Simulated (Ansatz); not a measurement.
**Moving the knobs of a GW run on BaTiO3 (R3m)**

A base run on BaTiO3 (R3m), then changed inputs.

Method: G0W0 on LDA, plane waves, PAW, in Ansatz 0.2.0.

**1. Set-up**

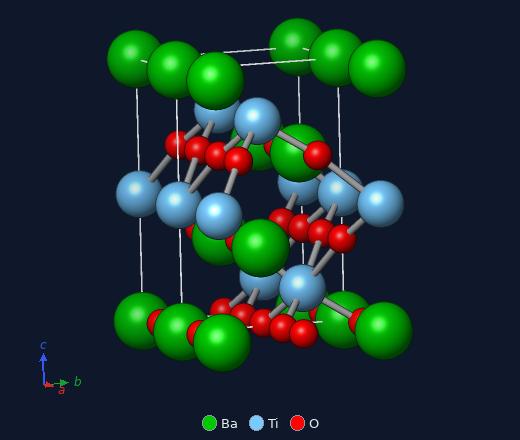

Start, viewed slightly off an axis; barium green, titanium blue, oxygen red. 2×1×1 cells are drawn. This picture shows the conventional cell, with its axes. Some periodic images of atoms are drawn too.

The cell and positions come from the Crystallography Open Database and are kept as given unless a step says otherwise. Spin-orbit coupling is left out unless a step names it. The default PAW set here is soft_1. Its files were made with PBE; for other functionals the partial waves and projectors stay those of PBE.

**2. The base run: 4×4×4 mesh, 236 empty bands, screening to 138 eV**

G0W0 replaces the xc potential by the self-energy, built once from these orbitals. Only a window of levels is corrected, while the sums run over the empty bands that the input names.

Input file input.yaml:

```yaml
crystal:
  lattice:
    - [2.8273666084, 1.6323808724, 2.3183934932]
    - [-2.8273666084, 1.6323808724, 2.3183934932]
    - [0.0, -3.2647617449, 2.3183934932]
  atoms:
    - { symbol: Ba, position: [0.0, 0.0, 0.0] }
    - { symbol: Ti, position: [0.4845, 0.4845, 0.4845] }
    - { symbol: O, position: [0.5086, 0.5086, 0.0175] }
    - { symbol: O, position: [0.0175, 0.5086, 0.5086] }
    - { symbol: O, position: [0.5086, 0.0175, 0.5086] }
kpoints:
  mp_grid: { grid: [4, 4, 4] }
hamiltonian:
  xc: lda
  pseudopotentials: { kind: paw, azcp: { folder: "./paw" } }
scf:
  occupations: { method: fixed }
gw:
  n_empty_bands: 236
  ecut_chi: 138
  qp_bands: [v2, c2]
  qp_kpoints: band_edges
  screening: { model: contour_deformation }
```

The run is started by

```console
$ ansatz run input.yaml --threads 3 --pin off --max-ram 92160MiB --backend cuda --events-out ev --progress --plain --runs-dir out --devices 1 --max-vram 13GiB
```

Numbers of over 12 decimals in the logs are rounded to 6 here.

Log:

```text
Warning: <dir> the record states the generating functional pbe (its physics header spells it `PBE`), which answers neither for hamiltonian.xc's functional nor for the lda family's — results may be inconsistent (PPs are generated against a specific XC)
Warning: <dir> the record states the generating functional pbe (its physics header spells it `PBE`), which answers neither for hamiltonian.xc's functional nor for the lda family's — results may be inconsistent (PPs are generated against a specific XC)
Warning: <dir> the record states the generating functional pbe (its physics header spells it `PBE`), which answers neither for hamiltonian.xc's functional nor for the lda family's — results may be inconsistent (PPs are generated against a specific XC)
GPUs: using 1 of 1 available (devices: 1).
Engine: ansatz 0.2.0, x86_64-unknown-linux-gnu
Pseudopotentials: kind: paw
Pseudopotential: Ba, paw, valence charge 10, recommended cutoff 420 eV (normal), <dir>
Pseudopotential: Ti, paw, valence charge 12, recommended cutoff 420 eV (normal), <dir>
Pseudopotential: O, paw, valence charge 6, recommended cutoff 420 eV (normal), <dir>
Functional definition: SPW92
  exchange = slater_x
  correlation = pw_c
device memory: the entry about to start is reckoned to put 0.6 GiB on a device that reports 66.7 GiB free (of which the cap on the GPU budget leaves the run 13.0 GiB)
GPU FFT provider: cuFFT
GPU libraries: cuBLAS 13.8.2, cuFFT 12.4.0, cuSOLVER 12.3.4
Crystal: 5 atoms, lattice volume = 64.201 Å³
Basis set: ecut = 420 eV, 1237 PW (Γ)
Bands: 25, of which v1, the nominal top of the filled ones, is band 20 counted from 1 (19 counted from 0)
Symmetry: 6 space group operations
Space group: R3m (ITA 160), of the structure as read, at distance tolerance 4.0e-5 Å
k-points: 13 of 64 (time reversal used)
Non-local potential: Ba, projectors of the file, l = 0: 3, l = 1: 2, l = 2: 2, l = 3: 2
Non-local potential: Ti, projectors of the file, l = 0: 3, l = 1: 2, l = 2: 3, l = 3: 1
Non-local potential: O, projectors of the file, l = 0: 2, l = 1: 2, l = 2: 1
PAW form: soft (Blöchl's): semilocal exchange-correlation on the pseudo side does not see the compensation charge
PAW frozen core: Ba, regenerated for the run's functional, and the local potential with it (the file was generated under x = pbe(κ = 0.804, μ = 0.219515), c = pbe(β = 0.066725))
PAW frozen core: Ti, regenerated for the run's functional, and the local potential with it (the file was generated under x = pbe(κ = 0.804, μ = 0.219515), c = pbe(β = 0.066725))
PAW frozen core: O, regenerated for the run's functional, and the local potential with it (the file was generated under x = pbe(κ = 0.804, μ = 0.219515), c = pbe(β = 0.066725))
PAW one-centre angular grid: Ba, 194 points (default); XC on 64 Gauss nodes
[...]
E_vxc        = -549.301188  (∫ρ·V_xc dr)
  E_paw        = -6473.487251  (= ΣΔE_a)
  E_vpaw       = -347.775393  (= ΣTr[D̂ρ^β])
  E_aug_tail   = 0.002241  (compensation charges beyond the density's cutoff)
  E_ewald      = -2809.213684
  E_core_change = 0.899235  (= ΣΔE_core)
  E_smearing   = -0.000000  (= −TS)
  E_closure    = -0.000000  (closes the sum)
  Σ components = -9904.583849   (vs F -9904.583849, Δ=0.00e0)
--- Band table (eV; the first three rows and the last of 13) ---
  k-point 0: bands = [... 16 lower, 8.7190, 9.3230, 9.4671, 9.4671, 12.1724, 12.1724, 12.3276, 14.3943, ... 1 higher]
  k-point 1: bands = [... 16 lower, 8.3858, 8.6098, 9.1870, 9.2337, 12.2621, 12.8858, 12.9677, 14.3854, ... 1 higher]
  k-point 2: bands = [... 16 lower, 8.1369, 8.1936, 8.8900, 9.0296, 12.3296, 13.6160, 13.7113, 14.3554, ... 1 higher]
  k-point 12: bands = [... 16 lower, 7.5310, 9.8031, 9.8031, 9.8180, 14.1730, 14.3218, 14.3218, 16.4735, ... 1 higher]
--- G₀W₀: contour deformation, 6 samples at zero and on the imaginary axis and 1 off it, 64 q-points, 236 empty bands' worth ---
  eigenvalues of the whole cell's RPA ε∞ on this k-mesh (on a slab, of 1 + 4πα/V) = 5.3900, 5.8602, 5.8602; static W/v taken at q = 0 is 0.175497
  bands read: the sum over 256 bands ends inside a degenerate multiplet in 1 slot, whose members it reads at an even weight; the widest, k=12: bands 256 to 257 (counted from 1) at 1/2 each
  gw.qp_kpoints: band_edges: 9 of 13 stored k-points solved, in 1 pass; an edge of the gap read off the rows below is read off those points alone
    valence top: of the k-points left out ik 8 came nearest to being solved in a further pass, in band 20 (counted from 1, as in the quasiparticle table): it holds the edge there only if its correction is more favourable than any solved in that band by at least 0.461 eV; those differ by 0.074 eV
    conduction bottom: of the k-points left out ik 9 came nearest to being solved in a further pass, in band 21 (counted from 1, as in the quasiparticle table): it holds the edge there only if its correction is more favourable than any solved in that band by at least 0.976 eV; those differ by 0.045 eV
    ik  band        ε_KS         Σx   Σc(E_QP)       V_xc       Z   E_QP_lin       E_QP  E_QP is
     0    19      9.4671   -25.7743     4.1227   -21.4345  0.7306     9.2492     9.2500  root
     0    20      9.4671   -25.7743     4.1227   -21.4345  0.7306     9.2492     9.2500  root
     0    21     12.1724   -13.0308    -6.1556   -20.6661  0.7425    13.6927    13.6521  root
     0    22     12.1724   -13.0308    -6.1556   -20.6661  0.7425    13.6927    13.6521  root
     1    19      9.1870   -25.2030     4.0065   -20.9786  0.7285     8.9682     8.9691  root
     1    20      9.2337   -25.7688     4.2611   -21.2661  0.7285     8.9911     8.9922  root
     1    21     12.2621   -13.2466    -6.2079   -20.9404  0.7398    13.7901    13.7479  root
     1    22     12.8858   -13.9882    -6.4670   -21.9528  0.7251    14.4339    14.3835  root
[...]
12    19      9.8031   -25.7385     4.5981   -20.8824  0.7229     9.5440     9.5452  root
    12    20      9.8180   -25.7631     4.6091   -20.8952  0.7229     9.5580     9.5592  root
    12    21     14.1730   -14.6101    -7.6046   -23.7242  0.6871    15.7637    15.6824  root
    12    22     14.3218   -14.7070    -7.6951   -23.9194  0.6838    15.9230    15.8391  root
[key lines of the parts left out:]
SCF converged after 8 iterations
Free energy (F): -9904.583849 eV
Fermi energy:    9.818031 eV
```

Wall time 23 s (1 × NVIDIA H100 80GB HBM3 (shared by 6 runs) with 3 threads of AMD EPYC 7R13 (Zen 3), shared host); peak memory 1.2 GiB.

In the SCF lines HF is the Harris–Foulkes energy and dr2 the Hartree energy of the density residual, in eV; the loop may stop once dr2 is under the threshold and the program's other checks hold. Hψ counts applications of the Hamiltonian.

Numbers from this step:

- bands summed: 256
- RPA ε∞ on this mesh (eigenvalues): 5.390, 5.860, 5.860
- plane waves in the screening matrix: 251
- q-points in the mesh: 64
- G0W0 gap on the mesh: 4.093 eV
- k of the valence top: -0.5, -0.5, -0.5
- k of the conduction bottom: 0, 0, 0
- starting gap on the mesh: 2.354 eV
- Z at the valence top: 0.7229
- Z at the conduction bottom: 0.7425
- least direct G0W0 gap on the computed points: 4.402 eV

The gap on the mesh goes from 2.35 eV to 4.09 eV, a correction of +1.74 eV. Between the two edge states, bare exchange in place of the xc potential would open the gap by 12.50 eV, and correlation takes back 10.76 eV.

**3. Variant: all filled levels at the zone centre**

Edit input.yaml of step 2 so:

```diff
@@ -19,6 +19,6 @@
 gw:
-  n_empty_bands: 236
-  ecut_chi: 138
-  qp_bands: [v2, c2]
-  qp_kpoints: band_edges
+  n_empty_bands: 145
+  ecut_chi: 100
+  qp_bands: [lowest, c2]
+  qp_kpoints: [[0, 0, 0]]
   screening: { model: contour_deformation }
```

Log:

```text
[...]
GPUs: using 1 of 1 available (devices: 1).
[...]
GPU FFT provider: cuFFT
GPU libraries: cuBLAS 13.8.2, cuFFT 12.4.0, cuSOLVER 12.3.4
Crystal: 5 atoms, lattice volume = 64.201 Å³
Basis set: ecut = 420 eV, 1237 PW (Γ)
Bands: 25, of which v1, the nominal top of the filled ones, is band 20 counted from 1 (19 counted from 0)
[... 1 set-up line as in the run before ...]
[...]
k-points: 13 of 64 (time reversal used)
[...]
GPU buffer pool allocated for 19683 grid points (all kernels)
[...]
SCF iter   1: F=—  HF=-9905.097852 eV  |F-HF|=—  |Δ(HF+E_count)|=         —  Δρ=5.59e-2  dr2=1.95e0  ethr=3.10e-3  ⟨swp⟩=4.8  Hψ=1256  notcnv=0  defer=25
[...]
SCF iter   8: F=-9904.583849 eV  HF=-9904.583849 eV  |F-HF|=7.15e-9  |Δ(HF+E_count)|=   4.76e-8  Δρ=6.16e-6  dr2=1.71e-8  ethr=2.50e-10  ⟨swp⟩=8.5  Hψ=1296  notcnv=0
SCF 1 converged in 8 iterations: F = -9904.583849 eV  dr2 = 1.71e-8
[...]
NSCF: frozen V_eff on 13 k-points, pencils in batches of 32, up to order 100
[...]
NSCF: frozen V_eff on 13 k-points
G₀W₀ screening: q 1/13
[... further progress lines ...]
[...]
SCF converged after 8 iterations
Free energy (F): -9904.583849 eV
[...]
Internal energy: -9904.583849 eV  (E = F + TS)
E sigma→0 (E₀):  -9904.583849 eV
Fermi energy:    9.818031 eV
[...]
--- Band table (eV; the first three rows and the last of 13) ---
  k-point 0: bands = [... 16 lower, 8.7190, 9.3230, 9.4671, 9.4671, 12.1724, 12.1724, 12.3276, 14.3943, ... 1 higher]
  k-point 1: bands = [... 16 lower, 8.3858, 8.6098, 9.1870, 9.2337, 12.2621, 12.8858, 12.9677, 14.3854, ... 1 higher]
  k-point 2: bands = [... 16 lower, 8.1369, 8.1936, 8.8900, 9.0296, 12.3296, 13.6160, 13.7113, 14.3554, ... 1 higher]
  k-point 12: bands = [... 16 lower, 7.5310, 9.8031, 9.8031, 9.8180, 14.1730, 14.3218, 14.3218, 16.4735, ... 1 higher]
[...]
`?` marks the rows in doubt; gw_qp.tsv's column doubts and the gw_qp event give each row's grounds
[...]
0     1    -45.7622   -47.7266    15.5780   -30.7399  0.5874   -47.2304   -47.1709  root ?
     0     2    -22.3568   -39.2388     9.6791   -28.7338  0.6276   -23.2020   -23.1827  root
     0     3    -22.3568   -39.2388     9.6791   -28.7338  0.6276   -23.2020   -23.1827  root
     0     4    -22.3465   -39.2010     9.6637   -28.7483  0.6313   -23.1538   -23.1354  root
     0     5    -14.7526   -30.9037     8.5713   -21.7871  0.7214   -15.3112   -15.2979  root
     0     6     -6.6583   -32.7045    10.4484   -21.2573  0.6290    -7.6959    -7.6571  root
     0     7     -5.9628   -33.2024    10.3579   -21.7299  0.6578    -7.0961    -7.0774  root
     0     8     -5.9628   -33.2024    10.3579   -21.7299  0.6578    -7.0961    -7.0774  root
     0     9      0.0936   -23.6321     4.0776   -18.4836  0.7762    -1.0111    -0.9773  root
[...]
0    19      9.4671   -25.7743     4.2889   -21.4345  0.7338     9.4161     9.4162  root
     0    20      9.4671   -25.7743     4.2889   -21.4345  0.7338     9.4161     9.4162  root
     0    21     12.1724   -13.0308    -5.9995   -20.6661  0.7446    13.8591    13.8082  root
     0    22     12.1724   -13.0308    -5.9995   -20.6661  0.7446    13.8591    13.8082  root
```

The job ended after 21 s (1 × NVIDIA H100 80GB HBM3 (shared by 6 runs) with 3 threads; peak memory 1.1 GiB).

Absolute levels on the run's own zero. QP, by row:

```csv
k index,band,KS (eV),Sigma_x (eV),Sigma_c (eV),Vxc (eV),Z,QP linearised (eV),QP (eV),source,doubts
0,1,-45.76,-47.73,15.58,-30.74,0.5874,-47.23,-47.17,root,z_under_floor
0,2,-22.36,-39.24,9.679,-28.73,0.6276,-23.2,-23.18,root,
0,3,-22.36,-39.24,9.679,-28.73,0.6276,-23.2,-23.18,root,
0,4,-22.35,-39.2,9.664,-28.75,0.6313,-23.15,-23.14,root,
0,5,-14.75,-30.9,8.571,-21.79,0.7214,-15.31,-15.3,root,
0,6,-6.658,-32.7,10.45,-21.26,0.629,-7.696,-7.657,root,
0,7,-5.963,-33.2,10.36,-21.73,0.6578,-7.096,-7.077,root,
0,8,-5.963,-33.2,10.36,-21.73,0.6578,-7.096,-7.077,root,
0,9,0.0936,-23.63,4.078,-18.48,0.7762,-1.011,-0.9773,root,
0,10,0.0936,-23.63,4.078,-18.48,0.7762,-1.011,-0.9773,root,
0,11,0.097,-23.63,4.066,-18.5,0.7746,-1.005,-0.9742,root,
0,12,7.634,-25.39,4.892,-20.23,0.7179,7.364,7.366,root,
0,13,7.634,-25.39,4.892,-20.23,0.7179,7.364,7.366,root,
0,14,7.634,-25.35,4.873,-20.2,0.7187,7.364,7.366,root,
0,15,8.481,-24.39,4.656,-19.57,0.7107,8.322,8.322,root,
0,16,8.481,-24.39,4.656,-19.57,0.7107,8.322,8.322,root,
0,17,8.719,-24.63,4.833,-19.61,0.7153,8.53,8.531,root,
0,18,9.323,-25.01,3.938,-21.05,0.7324,9.297,9.297,root,
0,19,9.467,-25.77,4.289,-21.43,0.7338,9.416,9.416,root,
0,20,9.467,-25.77,4.289,-21.43,0.7338,9.416,9.416,root,
0,21,12.17,-13.03,-6,-20.67,0.7446,13.86,13.81,root,
0,22,12.17,-13.03,-6,-20.67,0.7446,13.86,13.81,root,
```

Against the base:

```csv
setting,base,variant
empty bands,236,145
screening cutoff (eV),138,100
levels asked,v2 to c2,lowest to c2
points asked,band edges,"[[0, 0, 0]]"
```

**4. What came out**

```json
{
 "base": "4.09 eV, 23 s",
 "all filled levels at the zone centre": "direct gap at the listed points 4.39 eV, 21 s"
}
```

**Reading.** All filled levels at the zone centre: only the listed points were computed; the least direct gap there is 4.39 eV, with empty bands, screening cutoff, levels asked and points asked changed against the base. All runs here use a coarse mesh and modest cutoffs; they test settings and are not final values. The 4×4×4 mesh is coarse for this cell (its supercell is 16 Å along the shortest edge). The RPA ε∞ on it, from the LDA start, is 5.39 and 5.86; such meshes misread the long-range screening, most where the gap is narrow. The many-body steps are scalar-relativistic: spin-orbit coupling is not in them.

[Paths, hosts, dates, memory and timing lines, banners, echoed tables and standing remarks are left out of the program output.]

[Logs are printed without paths, hosts, clocks, repeated set-up lines and the standing remarks that a program may print on its own settings, such as how far it seeks lower states.]

[Runs of the session that timed out or met a known fault of the program may be left out.]

[Cells called generated may have been cut or substituted from an entry of the Crystallography Open Database or the Materials Project.]

[Hosts, paths, dates, database ids (printed as entryN), source tags and the programs' standing remarks are cut or masked in the printed files.]
